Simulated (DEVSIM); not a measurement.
System: illuminated GaSb p-on-n cell, one wavelength, at 300 K.

```csv
layer (left to right),material,thickness (μm),Nd (cm⁻³),Na (cm⁻³),τn (s),τp (s),absorption coefficient (cm⁻¹)
1,GaSb,0.110,-,6.6e17,1.9e-8,2.3e-9,7800
2,GaSb,1.70,6.2e15,-,2.7e-8,2.7e-8,7800
```

Left contact: ohmic, minority electron recombination velocity 1e5 cm/s. Right contact: ohmic, minority hole recombination velocity 10 cm/s. Voltage is applied to the left contact. Recombination: SRH at mid-gap, radiative, Auger. Light enters at the left, 2.7e17 photons cm⁻² s⁻¹, one pass, no reflection. Mobility is constant in doping.

The device is made up for the run: typed textbook-type constants, with dimensions and the other settings drawn at random. Values at 300 K.

| parameter | GaSb |
|---|---|
| gap (eV) | 0.726 |
| affinity (eV) | 4.06 |
| permittivity | 15.7 |
| Nc (cm⁻³) | 2.1e17 |
| Nv (cm⁻³) | 1.8e19 |
| μn (cm²/Vs) | 5000 |
| μp (cm²/Vs) | 850 |
| B (cm³/s) | 1e-10 |
| Cn (cm⁶/s) | 5e-30 |
| Cp (cm⁶/s) | 5e-30 |

Model (solved in DEVSIM): 1D drift-diffusion, Boltzmann statistics, complete ionisation; no tunnelling, impact ionisation, image-force lowering or self-heating.

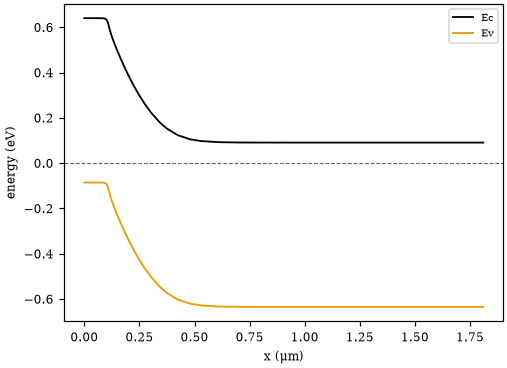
Band edges at zero bias, in the dark

Energies count from the Fermi level of the right contact; mesh points crowd at the junctions.

```csv
x (μm),Ec (eV),Ev (eV),n (cm⁻³),p (cm⁻³),field (V/cm)
0.000,0.641,-0.085,3600000,6.6e17,≈ 0
0.01234,0.641,-0.085,3600000,6.6e17,≈ 0
0.02814,0.641,-0.085,3600000,6.6e17,≈ 0
0.04837,0.641,-0.085,3600000,6.6e17,≈ 0
0.07668,0.640,-0.086,3700000,6.6e17,-210
0.09362,0.638,-0.088,4000000,6.1e17,-3800
0.1068,0.621,-0.105,7700000,3.1e17,-29000
0.1235,0.563,-0.163,7.2e7,3.4e16,-29000
0.1444,0.509,-0.217,5.9e8,4.1e15,-24000
0.1768,0.436,-0.290,1.0e10,2.4e14,-21000
0.2268,0.338,-0.388,4.4e11,5.4e12,-18000
0.3417,0.181,-0.545,1.9e14,1.2e10,-9600
0.4819,0.105,-0.621,3.6e15,6.7e8,-2200
0.6987,0.091,-0.635,6.1e15,3.9e8,-71
1.117,0.091,-0.635,6.2e15,3.9e8,≈ 0
1.371,0.091,-0.635,6.2e15,3.9e8,≈ 0
1.535,0.091,-0.635,6.2e15,3.9e8,≈ 0
1.641,0.091,-0.635,6.2e15,3.9e8,≈ 0
1.728,0.091,-0.635,6.2e15,3.9e8,≈ 0
1.766,0.091,-0.635,6.2e15,3.9e8,≈ 0
1.790,0.091,-0.635,6.2e15,3.9e8,≈ 0
1.810,0.091,-0.635,6.2e15,3.9e8,≈ 0
```
